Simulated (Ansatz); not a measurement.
SnHOF$_{3}$: geometry relaxation

System: SnHOF$_{3}$, SMILES [OH][Sn]([F])([F])[F].
Method: RKS PBE0-D4/def2-TZVP (Ansatz 0.2.0).

The geometry: PBE-D4/def2-SVP start. Figures and captions count atoms from 1; the log counts them from 0 in places.

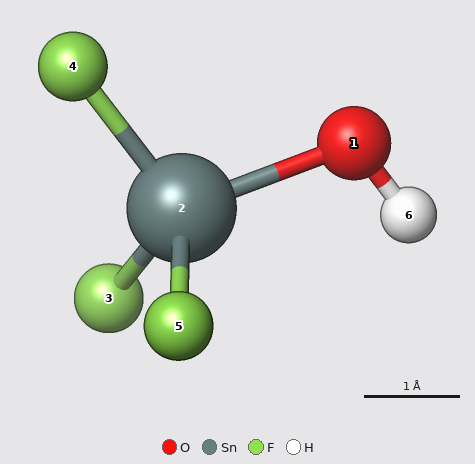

Fig. 1: The structure as given in the input (ball-and-stick view, seen at a tilt; atoms are numbered from 1 in the order of the input). Sticks mark near contacts. Bond lengths as drawn: F–Sn 1.93 to 1.94 Å, H–O 0.98 Å and O–Sn 1.98 Å.

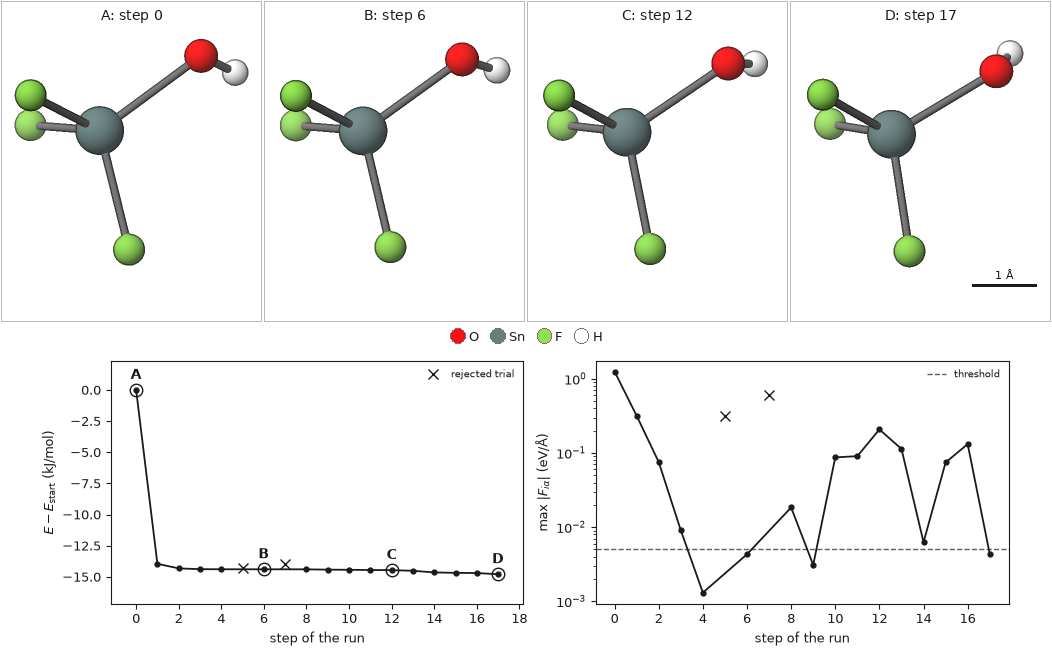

Fig. 2: Frames of the relaxation (ball-and-stick view, seen at a tilt) above the curves, on which the letters mark them (the first geometry is step 0 here and step 1 in the log).

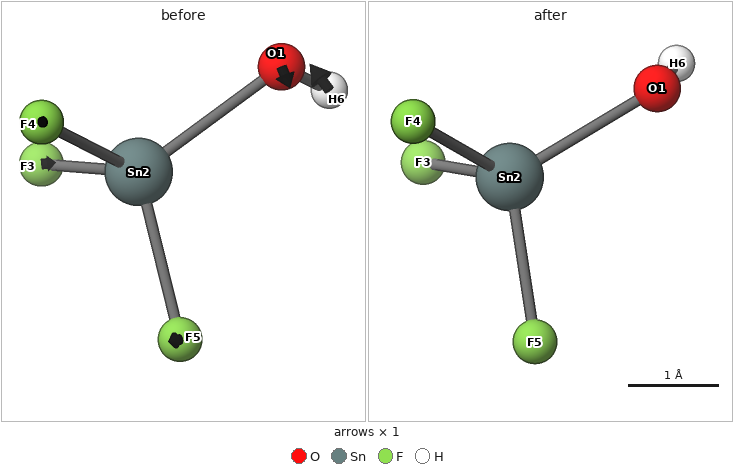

Fig. 3: Before (left) and after (right) the relaxation, at one scale (ball-and-stick view, seen at a tilt). The black arrows give the displacements, at true length. The atom that moves furthest after the best rigid fit is H6 (0.38 Å). Largest moves by element: H 0.38 Å, O 0.26 Å, F 0.17 Å, Sn 0.08 Å. Distances before and after: O1–Sn2 1.977 → 1.918 Å, Sn2–F5 1.938 → 1.884 Å, Sn2–F3 1.938 → 1.890 Å, Sn2–F4 1.929 → 1.881 Å. Among the angles that change: Sn2–O1–H6 108.7° → 112.6°, O1–Sn2–F4 108.7° → 110.9°, F4–Sn2–F5 108.2° → 106.2°. The energy falls by 14.8 kJ/mol in 17 geometry steps. Largest force component: 1.3 eV/Å at the start, 0.0044 eV/Å at the end. The line search rejected the trial steps at points 5, 7 (counted from 0) and went back. (Atoms are counted from 1 in the order of the input.)

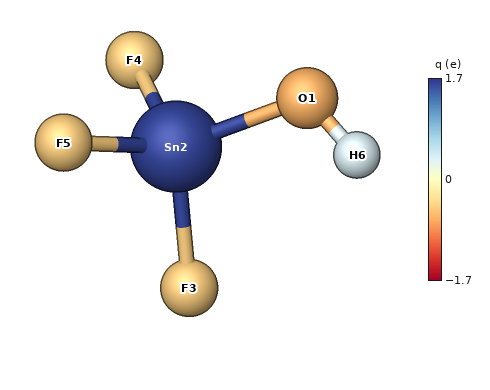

Fig. 4: Mulliken charges, as the colour of each atom (ball-and-stick view, seen at a tilt; atoms are numbered from 1 in the order of the input). By element: O −0.63, Sn +1.61, F −0.44 and H +0.34 e.

The input that produced these results follows, with the program's output.

### The input
```yaml
crystal:
  periodic: [false, false, false]
  atoms:
    - {symbol: O, position_ang: [-0.883363, 0.477571, 1.259117]}
    - {symbol: Sn, position_ang: [0.201596, -0.282034, -0.209301]}
    - {symbol: F, position_ang: [-0.638569, -0.060918, -1.941816]}
    - {symbol: F, position_ang: [0.445934, -2.168215, 0.115566]}
    - {symbol: F, position_ang: [1.950870, 0.540312, -0.347425]}
    - {symbol: H, position_ang: [-1.034367, 1.429284, 1.077759]}
basis:
  gaussian: {orbitals: def2-TZVP}
hamiltonian: {xc: pbe0, dispersion: d4}
relax: {f_tol: 0.005, max_steps: 150}
```

Command:
```bash
ansatz run in.yaml --threads 4 --pin off --events-out ev --progress --plain --max-ram 10444MiB
```

### Log
```
Functional definition: PBE0
  name "PBE0"
  cite "Adamo & Barone, J. Chem. Phys. 110, 6158 (1999) doi:10.1063/1.478522"
  cite "Perdew, Burke & Ernzerhof, Phys. Rev. Lett. 77, 3865 (1996) doi:10.1103/PhysRevLett.77.3865"
  parent pbe
  parameter a = 0.25
  parameter kappa = 0.804
  parameter beta = 0.06672455060314922
  exchange = (1 - a)*pbe_x(kappa = kappa, mu = beta*pi^2/3) + a*exact_x
  correlation = pbe_c(beta = beta)
1124 factors; their error is unknown
mean field evaluation 1: about -16033.2957 eV, gradient 7.9e1 eV
mean field evaluation 2: about -16009.1825 eV, gradient 1.4e2 eV
mean field evaluation 4: about -16042.7432 eV, gradient 1.0e1 eV
mean field evaluation 8: about -16043.0073 eV, gradient 3.1e-1 eV
mean field evaluation 16: about -16043.0073 eV, gradient 5.0e-5 eV
mean field -16043.00734474 eV, -589.5696455783 hartree, gradient 5.0e-5 eV, S^2 0.000000; 0 other end points of the search recorded, 0 dependent functions left out
the calculation of the forces begins
reference -16043.00737945 eV, -589.5696468539 hartree; 29, 29 occupied and 151, 151 virtual orbitals, 1124 factors
relax step   1: F+E_penalty+E_count = -16043.09923170 eV  Δ(F+E_penalty+E_count) = +0.000e0 eV  max|allowed force component| = 1.254e0 eV/Å  Δτ_max = 0.0000 Å  (27 SCF iters, accepted)
these checks for a lower state are left out or cut short: starts, cluster_reference, orbital_swaps, neighbouring_geometries, increment
1124 factors; their error is unknown
mean field -16043.15021976 eV, -589.5748961382 hartree, gradient 2.1e-5 eV, S^2 0.000000; 0 other end points of the search recorded, 0 dependent functions left out
[... from here on the field's lines of each further geometry are left out, up to the last ...]
relax step   2: F+E_penalty+E_count = -16043.24380142 eV  Δ(F+E_penalty+E_count) = -1.446e-1 eV  max|allowed force component| = 3.173e-1 eV/Å  Δτ_max = 0.0531 Å  (31 SCF iters, accepted)
relax step   3: F+E_penalty+E_count = -16043.24760319 eV  Δ(F+E_penalty+E_count) = -3.802e-3 eV  max|allowed force component| = 7.543e-2 eV/Å  Δτ_max = 0.0202 Å  (32 SCF iters, accepted)
relax step   4: F+E_penalty+E_count = -16043.24826070 eV  Δ(F+E_penalty+E_count) = -6.575e-4 eV  max|allowed force component| = 9.076e-3 eV/Å  Δτ_max = 0.0130 Å  (32 SCF iters, accepted)
relax step   5: F+E_penalty+E_count = -16043.24833711 eV  Δ(F+E_penalty+E_count) = -7.641e-5 eV  max|allowed force component| = 1.309e-3 eV/Å  Δτ_max = 0.0170 Å  (33 SCF iters, accepted)
relax step   6: F+E_penalty+E_count = -16043.24742681 eV  Δ(F+E_penalty+E_count) = +9.103e-4 eV  max|allowed force component| = 3.172e-1 eV/Å  Δτ_max = 0.0637 Å  (31 SCF iters, rejected (line search))
relax step   7: F+E_penalty+E_count = -16043.24836507 eV  Δ(F+E_penalty+E_count) = -2.797e-5 eV  max|allowed force component| = 4.311e-3 eV/Å  Δτ_max = 0.0089 Å  (33 SCF iters, accepted)
relax step   8: F+E_penalty+E_count = -16043.24436081 eV  Δ(F+E_penalty+E_count) = +4.004e-3 eV  max|allowed force component| = 6.075e-1 eV/Å  Δτ_max = 0.0982 Å  (32 SCF iters, rejected (line search))
relax step   9: F+E_penalty+E_count = -16043.24838463 eV  Δ(F+E_penalty+E_count) = -1.956e-5 eV  max|allowed force component| = 1.844e-2 eV/Å  Δτ_max = 0.0083 Å  (33 SCF iters, accepted)
relax step  10: F+E_penalty+E_count = -16043.24866368 eV  Δ(F+E_penalty+E_count) = -2.790e-4 eV  max|allowed force component| = 3.097e-3 eV/Å  Δτ_max = 0.0451 Å  (31 SCF iters, accepted)
relax step  11: F+E_penalty+E_count = -16043.24877856 eV  Δ(F+E_penalty+E_count) = -1.149e-4 eV  max|allowed force component| = 8.738e-2 eV/Å  Δτ_max = 0.0241 Å  (32 SCF iters, accepted)
relax step  12: F+E_penalty+E_count = -16043.24894122 eV  Δ(F+E_penalty+E_count) = -1.627e-4 eV  max|allowed force component| = 9.065e-2 eV/Å  Δτ_max = 0.0182 Å  (32 SCF iters, accepted)
relax step  13: F+E_penalty+E_count = -16043.24907221 eV  Δ(F+E_penalty+E_count) = -1.310e-4 eV  max|allowed force component| = 2.079e-1 eV/Å  Δτ_max = 0.0491 Å  (32 SCF iters, accepted)
relax step  14: F+E_penalty+E_count = -16043.24959048 eV  Δ(F+E_penalty+E_count) = -5.183e-4 eV  max|allowed force component| = 1.134e-1 eV/Å  Δτ_max = 0.0110 Å  (32 SCF iters, accepted)
relax step  15: F+E_penalty+E_count = -16043.25095712 eV  Δ(F+E_penalty+E_count) = -1.367e-3 eV  max|allowed force component| = 6.277e-3 eV/Å  Δτ_max = 0.0809 Å  (31 SCF iters, accepted)
relax step  16: F+E_penalty+E_count = -16043.25132240 eV  Δ(F+E_penalty+E_count) = -3.653e-4 eV  max|allowed force component| = 7.455e-2 eV/Å  Δτ_max = 0.0307 Å  (32 SCF iters, accepted)
relax step  17: F+E_penalty+E_count = -16043.25146608 eV  Δ(F+E_penalty+E_count) = -1.437e-4 eV  max|allowed force component| = 1.319e-1 eV/Å  Δτ_max = 0.0254 Å  (31 SCF iters, accepted)
the calculation of the forces begins
reference -16043.15882225 eV, -589.5752122740 hartree; 29, 29 occupied and 151, 151 virtual orbitals, 1124 factors
relax step  18: F+E_penalty+E_count = -16043.25247268 eV  Δ(F+E_penalty+E_count) = -1.007e-3 eV  max|allowed force component| = 4.359e-3 eV/Å  Δτ_max = 0.0548 Å  (31 SCF iters, accepted)
1124 factors; their error is unknown
mean field -16043.15878714 eV, -589.5752109839 hartree, gradient 1.7e-5 eV, S^2 0.000000; 1 other end points of the search recorded, 0 dependent functions left out
the calculation of the forces begins
reference -16043.15882225 eV, -589.5752122740 hartree; 29, 29 occupied and 151, 151 virtual orbitals, 1124 factors
Total energy: -16043.25250778 eV, -589.5786551538 hartree
Atom 0 at    -0.656564     0.613006     1.266492 Å, force     0.001825     0.004360     0.001401 eV/Å
Atom 1 at     0.260543    -0.244604    -0.183861 Å, force     0.002111    -0.000051    -0.001849 eV/Å
Atom 2 at    -0.653649     0.045188    -1.812337 Å, force    -0.000455     0.001156     0.001352 eV/Å
Atom 3 at     0.403152    -2.096911     0.113194 Å, force    -0.000772    -0.000017    -0.000042 eV/Å
Atom 4 at     2.021269     0.390799    -0.394440 Å, force     0.001349    -0.001753    -0.000189 eV/Å
Atom 5 at    -1.332651     1.228522     0.964851 Å, force    -0.004057    -0.003695    -0.000673 eV/Å
Dipole moment:    -0.349910     0.321389     0.126816 e Å
```

### Trajectory as extended XYZ (Å, eV, eV/Å), 17 of the 18 frames kept, from step=1 to step=18
```
6
Properties=species:S:1:pos:R:3:forces:R:3 step=1 energy=-16043.09923
O    -0.8834    0.4776    1.2591    0.6070   0.3103  -1.1541
Sn    0.2016   -0.2820   -0.2093    0.0757  -0.1758  -0.0450
F    -0.6386   -0.0609   -1.9418    0.5453  -0.1351   1.1275
F     0.4459   -2.1682    0.1156   -0.1570   1.2540  -0.2274
F     1.9509    0.5403   -0.3474   -1.1422  -0.5266   0.0889
H    -1.0344    1.4293    1.0778    0.0712  -0.7268   0.2102
6
Properties=species:S:1:pos:R:3:forces:R:3 step=2 energy=-16043.24380
O    -0.8560    0.4666    1.2204    0.0280   0.3173  -0.1910
Sn    0.1981   -0.2816   -0.2030    0.0255  -0.0882  -0.0004
F    -0.6218   -0.0604   -1.8915    0.0272  -0.0092   0.0520
F     0.4394   -2.1221    0.1073   -0.0068   0.0722  -0.0169
F     1.9015    0.5252   -0.3388   -0.0536  -0.0288   0.0032
H    -1.0191    1.4082    1.0594   -0.0203  -0.2632   0.1532
6
Properties=species:S:1:pos:R:3:forces:R:3 step=3 energy=-16043.24760
O    -0.8524    0.4727    1.2131    0.0295   0.0601  -0.0754
Sn    0.2002   -0.2823   -0.2057   -0.0320   0.0207   0.0446
F    -0.6168   -0.0648   -1.8927   -0.0110  -0.0031  -0.0227
F     0.4393   -2.1193    0.1062   -0.0008  -0.0169   0.0079
F     1.9026    0.5193   -0.3428    0.0246   0.0045   0.0000
H    -1.0308    1.4103    1.0758   -0.0104  -0.0654   0.0457
6
Properties=species:S:1:pos:R:3:forces:R:3 step=4 energy=-16043.24826
O    -0.8491    0.4731    1.2094    0.0062  -0.0079  -0.0047
Sn    0.2015   -0.2787   -0.2089   -0.0030   0.0081   0.0014
F    -0.6157   -0.0679   -1.8974   -0.0001   0.0000  -0.0050
F     0.4361   -2.1154    0.1098   -0.0004  -0.0091   0.0041
F     1.9077    0.5164   -0.3453    0.0045   0.0005  -0.0020
H    -1.0383    1.4086    1.0863   -0.0072   0.0084   0.0062
6
Properties=species:S:1:pos:R:3:forces:R:3 step=5 energy=-16043.24834
O    -0.8401    0.4751    1.2138    0.0004   0.0011   0.0011
Sn    0.2045   -0.2768   -0.2085   -0.0005  -0.0012   0.0006
F    -0.6161   -0.0623   -1.8951    0.0003   0.0008  -0.0004
F     0.4340   -2.1143    0.1119   -0.0002   0.0008   0.0001
F     1.9139    0.5103   -0.3500    0.0013  -0.0003  -0.0010
H    -1.0541    1.4041    1.0818   -0.0013  -0.0012  -0.0004
6
Properties=species:S:1:pos:R:3:forces:R:3 step=6 energy=-16043.24743 accepted=F
O    -0.8070    0.4834    1.2311   -0.1108   0.3172  -0.0407
Sn    0.2158   -0.2711   -0.2050    0.0145  -0.0244  -0.0095
F    -0.6198   -0.0400   -1.8831    0.0022   0.0020   0.0143
F     0.4281   -2.1115    0.1169    0.0028   0.0235  -0.0114
F     1.9364    0.4879   -0.3657   -0.0178  -0.0073   0.0047
H    -1.1114    1.3871    1.0596    0.1091  -0.3110   0.0426
6
Properties=species:S:1:pos:R:3:forces:R:3 step=7 energy=-16043.24836
O    -0.8359    0.4763    1.2164    0.0025  -0.0021   0.0007
Sn    0.2060   -0.2760   -0.2078    0.0016  -0.0041  -0.0002
F    -0.6165   -0.0589   -1.8933    0.0002   0.0007   0.0022
F     0.4334   -2.1138    0.1127   -0.0004   0.0043  -0.0013
F     1.9171    0.5069   -0.3525   -0.0021  -0.0011   0.0007
H    -1.0620    1.4015    1.0785   -0.0019   0.0022  -0.0022
6
Properties=species:S:1:pos:R:3:forces:R:3 step=8 energy=-16043.24436 accepted=F
O    -0.7874    0.4904    1.2440   -0.2352   0.6075  -0.1406
Sn    0.2225   -0.2684   -0.2002    0.0345  -0.0227  -0.0166
F    -0.6236   -0.0209   -1.8715    0.0033  -0.0025   0.0285
F     0.4272   -2.1104    0.1196    0.0017   0.0252  -0.0171
F     1.9506    0.4716   -0.3764   -0.0435  -0.0149   0.0143
H    -1.1472    1.3737    1.0384    0.2391  -0.5925   0.1315
6
Properties=species:S:1:pos:R:3:forces:R:3 step=9 energy=-16043.24839
O    -0.8310    0.4781    1.2183   -0.0065   0.0183   0.0023
Sn    0.2074   -0.2767   -0.2068   -0.0046   0.0039   0.0049
F    -0.6190   -0.0557   -1.8897   -0.0012   0.0003  -0.0066
F     0.4337   -2.1148    0.1114    0.0011  -0.0044   0.0005
F     1.9185    0.5052   -0.3516    0.0089   0.0003  -0.0032
H    -1.0675    1.3999    1.0724    0.0024  -0.0184   0.0022
6
Properties=species:S:1:pos:R:3:forces:R:3 step=11 energy=-16043.24878
O    -0.7960    0.4929    1.2367   -0.0288   0.0874  -0.0166
Sn    0.2188   -0.2715   -0.2006    0.0048  -0.0015  -0.0017
F    -0.6259   -0.0316   -1.8726   -0.0012   0.0030   0.0020
F     0.4298   -2.1128    0.1121    0.0024   0.0016  -0.0006
F     1.9413    0.4810   -0.3646   -0.0053  -0.0049   0.0016
H    -1.1259    1.3780    1.0429    0.0281  -0.0856   0.0154
6
Properties=species:S:1:pos:R:3:forces:R:3 step=12 energy=-16043.24894
O    -0.7864    0.4978    1.2409   -0.0328   0.0907  -0.0191
Sn    0.2218   -0.2704   -0.1991    0.0071   0.0012  -0.0006
F    -0.6274   -0.0249   -1.8680   -0.0030   0.0021   0.0014
F     0.4283   -2.1124    0.1129    0.0032   0.0016  -0.0018
F     1.9466    0.4752   -0.3680   -0.0062  -0.0071   0.0027
H    -1.1408    1.3707    1.0352    0.0316  -0.0885   0.0174
6
Properties=species:S:1:pos:R:3:forces:R:3 step=13 energy=-16043.24907
O    -0.7617    0.5123    1.2512   -0.0954   0.2079  -0.0577
Sn    0.2298   -0.2668   -0.1947    0.0100   0.0015  -0.0022
F    -0.6341   -0.0073   -1.8544   -0.0020   0.0016   0.0029
F     0.4265   -2.1107    0.1131    0.0029  -0.0017  -0.0028
F     1.9622    0.4575   -0.3754   -0.0090  -0.0072   0.0036
H    -1.1806    1.3510    1.0142    0.0935  -0.2020   0.0562
6
Properties=species:S:1:pos:R:3:forces:R:3 step=14 energy=-16043.24959
O    -0.7555    0.5176    1.2529   -0.0514   0.1134  -0.0355
Sn    0.2315   -0.2660   -0.1937    0.0057   0.0046   0.0016
F    -0.6350   -0.0045   -1.8516   -0.0042   0.0023   0.0003
F     0.4252   -2.1106    0.1124    0.0034  -0.0016  -0.0010
F     1.9649    0.4545   -0.3763   -0.0044  -0.0074   0.0033
H    -1.1890    1.3450    1.0103    0.0509  -0.1114   0.0313
6
Properties=species:S:1:pos:R:3:forces:R:3 step=15 energy=-16043.25096
O    -0.7131    0.5540    1.2622    0.0063   0.0008   0.0023
Sn    0.2440   -0.2582   -0.1885   -0.0003   0.0011   0.0020
F    -0.6456    0.0190   -1.8322   -0.0010   0.0024   0.0011
F     0.4197   -2.1063    0.1114   -0.0008   0.0025   0.0001
F     1.9895    0.4258   -0.3839    0.0020  -0.0030  -0.0007
H    -1.2524    1.3016    0.9849   -0.0062  -0.0038  -0.0048
6
Properties=species:S:1:pos:R:3:forces:R:3 step=16 energy=-16043.25132
O    -0.6980    0.5666    1.2649   -0.0492   0.0745  -0.0221
Sn    0.2492   -0.2542   -0.1872    0.0050   0.0035  -0.0003
F    -0.6475    0.0277   -1.8263   -0.0016   0.0027  -0.0001
F     0.4150   -2.1030    0.1135    0.0022  -0.0059  -0.0017
F     1.9995    0.4156   -0.3891   -0.0049  -0.0042   0.0017
H    -1.2760    1.2833    0.9780    0.0485  -0.0706   0.0225
6
Properties=species:S:1:pos:R:3:forces:R:3 step=17 energy=-16043.25147
O    -0.6851    0.5794    1.2672   -0.1060   0.1319  -0.0537
Sn    0.2529   -0.2518   -0.1854    0.0093   0.0034  -0.0022
F    -0.6496    0.0353   -1.8207   -0.0019   0.0002   0.0023
F     0.4125   -2.1018    0.1138    0.0002  -0.0028  -0.0025
F     2.0064    0.4072   -0.3921   -0.0062  -0.0047   0.0031
H    -1.2949    1.2678    0.9710    0.1045  -0.1280   0.0530
6
Properties=species:S:1:pos:R:3:forces:R:3 step=18 energy=-16043.25247
O    -0.6566    0.6130    1.2665    0.0018   0.0044   0.0014
Sn    0.2605   -0.2446   -0.1839    0.0021  -0.0001  -0.0018
F    -0.6536    0.0452   -1.8123   -0.0005   0.0012   0.0014
F     0.4032   -2.0969    0.1132   -0.0008   0.0000   0.0000
F     2.0213    0.3908   -0.3944    0.0013  -0.0018  -0.0002
H    -1.3327    1.2285    0.9649   -0.0041  -0.0037  -0.0007
```

### Summary

```json
{"quantity": "outcome", "value": "converged"}
{"quantity": "total energy", "value": "−16043.2525 eV"}
{"quantity": "mean-field energy", "value": "−16043.1588 eV"}
{"quantity": "dispersion energy", "value": "−0.0937 eV"}
{"quantity": "SCF solution under orbital rotations", "value": "stable"}
{"quantity": "largest force (length of the vector) at the end", "value": "0.006 eV/Å"}
{"quantity": "dipole moment", "value": "2.36 D"}
{"quantity": "hardware", "value": "4 threads of Arm Neoverse V1, 23 GiB of memory available, shared host"}
{"quantity": "wall time", "value": "41 s (CPU time 2.5 min)"}
{"quantity": "peak memory", "value": "0.42 GiB"}
```
